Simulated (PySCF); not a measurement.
Input file:

```
{"job": {"kind": "nmr", "xc": "PBE0", "basis": "pcSseg-1"}, "charge": 0, "multiplicity": 1}
B     -0.525773     1.363056     0.172450
C     -1.133965    -0.114446     0.175865
C      0.077294    -0.929396    -0.311054
C      1.285143    -0.018528    -0.035085
O      0.799207     1.312207     0.047677
H     -1.058546     2.395031     0.279297
H     -1.413268    -0.410783     1.189311
H     -2.009316    -0.277885    -0.449468
H     -0.005819    -1.108546    -1.383818
H      0.181430    -1.890196     0.190168
H      2.041805    -0.062784    -0.823005
H      1.763006    -0.258416     0.921635
```

Run with:

```sh
OMP_NUM_THREADS=1 python probes_run.py task.json out
```

Geometry: GFN2-xTB.

Theory: PBE0/pcSseg-1, SCF density, gas phase, non-relativistic in PySCF 2.14.0.

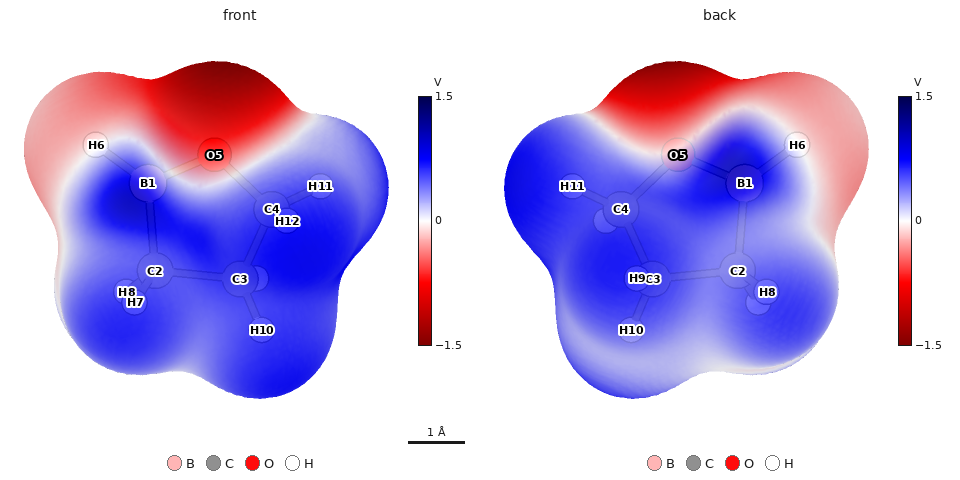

C$_{3}$H$_{7}$BO (SMILES B1CCCO1). The molecular electrostatic potential painted on the density surface at 0.002 e/bohr³, seen from the front and from behind; the colour scale runs from red (negative) to blue (positive).

### Which sites attract a positive test charge, and which a negative one?

A positive charge is drawn to the negative regions and a negative charge to the positive ones. The most negative region (about −1.5 V, or −35 kcal/mol for a unit charge) lies over O5, the most positive (about +0.9 V, or +21 kcal/mol for a unit charge) over B1. O5 is the likeliest acceptor of a hydrogen bond.

### What dipole moment does the calculation give?

Its dipole moment is 1.78 D.
